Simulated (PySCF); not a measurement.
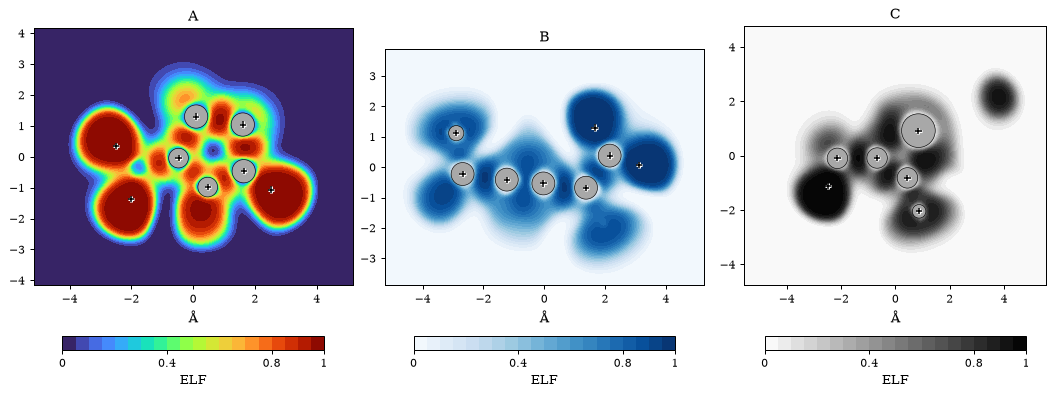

The ELF of 3 systems, each on a plane through atoms (crosses mark nuclei in the plane; grey discs cover the cores).

Method: PBE0/pcSseg-1, SCF density, gas phase, non-relativistic in PySCF 2.14.0.

System 1: C$_{5}$H$_{9}$FN$_{2}$, the plane of atoms C5, C7 and N8. Geometry: GFN2-xTB.

```xyz
17

C     2.0511    0.8343   -0.1708
C     1.4304   -0.1534    0.8190
N     0.0106   -0.3238    0.6602
C    -0.5658   -0.9825   -0.5152
C    -1.9852   -0.4057   -0.5756
F    -2.2407    0.1922   -1.8014
C    -1.9275    0.6092    0.5427
N    -0.7999    0.6229    1.1351
H     3.1020    0.9781    0.0643
H     1.5412    1.7926   -0.1054
H     1.9765    0.4679   -1.1921
H     1.5831    0.2093    1.8376
H     1.8979   -1.1370    0.7179
H    -0.5523   -2.0649   -0.3736
H    -0.0191   -0.7295   -1.4289
H    -2.7762   -1.1531   -0.4471
H    -2.7331    1.2556    0.8233
```

System 2: C$_{7}$H$_{13}$FP (SMILES CC[P+]1(CC)C(C)=C1F) (charge +1), the plane of atoms P3, C6 and C7. Geometry: GFN2-xTB.

```xyz
22

C     2.8222   -0.2445    0.9366
C     1.9744    0.6373    0.0221
P     0.2232    0.0801    0.0161
C    -0.1011   -1.6262   -0.5819
C    -1.5744   -1.9847   -0.4564
C    -1.1377    1.2914    0.1069
C    -1.9723    2.2523   -0.6132
C    -0.8591    0.7231    1.2824
F    -1.2175    0.7133    2.5358
H     2.8594   -1.2720    0.5817
H     2.4393   -0.2380    1.9554
H     3.8406    0.1356    0.9554
H     2.3451    0.6053   -1.0064
H     1.9748    1.6773    0.3607
H     0.5224   -2.3006    0.0135
H     0.2384   -1.6771   -1.6210
H    -1.9067   -1.9379    0.5790
H    -1.7298   -2.9999   -0.8131
H    -2.1961   -1.3193   -1.0519
H    -2.7108    2.6761    0.0655
H    -2.4835    1.7716   -1.4467
H    -1.3608    3.0561   -1.0236
```

System 3: C$_{5}$H$_{4}$F$_{2}$ (SMILES C=C(F)C#CCF), the plane of atoms C1, C2 and C4. Geometry: GFN2-xTB, MD frame at 250 fs, 400 K.

```yaml
atoms:
  - { symbol: C, position_ang: [-2.3340, -0.5237, -0.1028] }
  - { symbol: C, position_ang: [-1.5339, 0.5038, 0.0530] }
  - { symbol: F, position_ang: [-2.0671, 1.7990, -0.2518] }
  - { symbol: C, position_ang: [-0.1361, 0.3231, 0.1158] }
  - { symbol: C, position_ang: [1.0600, 0.1584, 0.2171] }
  - { symbol: C, position_ang: [2.5186, -0.0446, 0.0646] }
  - { symbol: F, position_ang: [2.6800, -1.4170, 0.2219] }
  - { symbol: H, position_ang: [-1.8675, -1.4742, -0.0125] }
  - { symbol: H, position_ang: [-3.2852, -0.1820, -0.2968] }
  - { symbol: H, position_ang: [3.0348, 0.2267, -0.8185] }
  - { symbol: H, position_ang: [3.0803, 0.4440, 0.8363] }
```

Match each panel to its system.

Answer. Panel A is system 1, C$_{5}$H$_{9}$FN$_{2}$: the plane holds N, C and H. C–N (1.27 Å): the ELF peaks at about 0.90 between the atoms; a covalent bond. Panel B is system 3, C$_{5}$H$_{4}$F$_{2}$: the plane holds C, F and H. C–C (1.21 Å): the ELF peaks at about 0.85 between the atoms (a multiple bond). Panel C is system 2, C$_{7}$H$_{13}$FP: the plane holds P, C, F and H. C–F (1.30 Å): the ELF peaks at about 0.85 between the atoms; a shared but strongly polarised pair.
